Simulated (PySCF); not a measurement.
# C7H12O: the cost of one run

Programs: PySCF 2.14.0, with routines of our own; each step states its level. All values are computed. Atoms count from 0.

### 1 The system as given

20 atoms, charge 0, multiplicity 1; geometry from: GFN2-xTB.

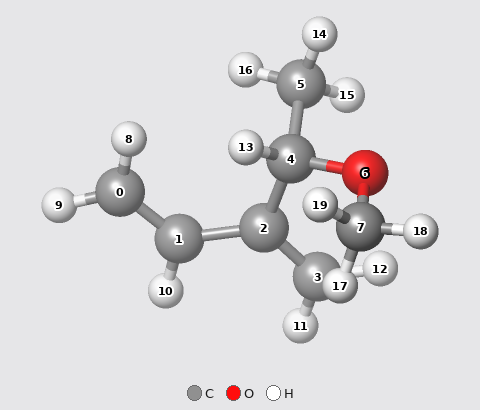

The starting geometry (carbon grey, oxygen red, hydrogen white).

### 2 Magnetic properties: GIAO PBE/pcSseg-1

What the job is given:

```
{"job": {"kind": "mag", "xc": "PBE", "basis": "pcSseg-1", "isotopologues": 2}, "charge": 0, "multiplicity": 1}
C     -2.030365    -0.774675     1.466624
C     -1.912999    -0.345579     0.215158
C     -0.711509     0.162396    -0.431607
C     -0.763694     0.647880    -1.671691
C      0.598534     0.173364     0.336205
C      0.702659     1.457452     1.159720
O      1.731488     0.131960    -0.513833
C      1.965362    -1.125991    -1.088046
H     -1.207714    -0.797983     2.160473
H     -2.975283    -1.122201     1.848595
H     -2.789683    -0.346136    -0.421471
H     -1.679369     0.667327    -2.238434
H      0.116592     1.039011    -2.152187
H      0.633492    -0.701361     1.006248
H      1.632106     1.460445     1.722656
H      0.698286     2.311595     0.488469
H     -0.138362     1.534714     1.842755
H      1.131359    -1.445993    -1.723828
H      2.864560    -1.025924    -1.693019
H      2.129390    -1.889623    -0.315823
```

With the program's defaults for keys left out, this is: GIAO PBE/pcSseg-1 magnetisability, rotational g tensor and spin-rotation constants, non-relativistic, gas phase.

Started as:

```sh
OMP_NUM_THREADS=1 python excited_run.py task.json out
```

The driver reads the jobs from task.json and runs them one after another.

**Question.** How long does this first job take on 1 thread of AMD EPYC 9R45, shared host, and how much memory does it need?

About 30 s, with a peak of 0.7 GiB.
